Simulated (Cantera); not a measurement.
Input: 1 mol TiCl₄, 1.7 mol H₂O, equilibrated at 450 Pa.

These are equilibrium values from Cantera (NASA tables, ideal gas, pure condensed phases), not measurements of a reactor. Candidate condensed phases: H₂O, Ti, TiCl₂, TiCl₃, TiCl₄, TiO, TiO₂, Ti₂O₃, Ti₃O₅, Ti₄O₇; 23 gas species. Mutual solubility and eutectic melting of coexisting phases are not modelled. The tables' values for TiCl₂ are old estimates; treat these amounts as uncertain. Condensed phases not in the tables: Magnéli phases beyond Ti₄O₇. Rates play no part.

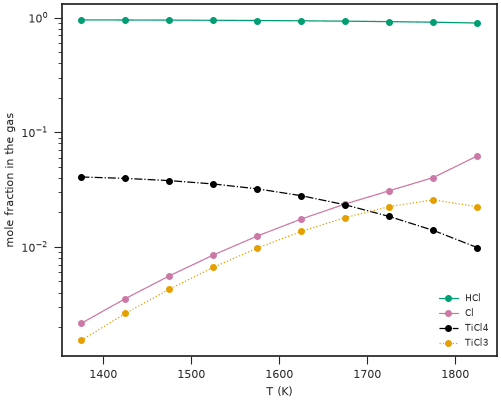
Fig. 1. Equilibrium gas composition (values under 1e-9 drawn at 1e-9)

Task: Read off the mole fractions at 1575 K.

Result: HCl about 0.94, TiCl₄ about 0.032, Cl about 0.012, TiCl₃ about 0.0098.
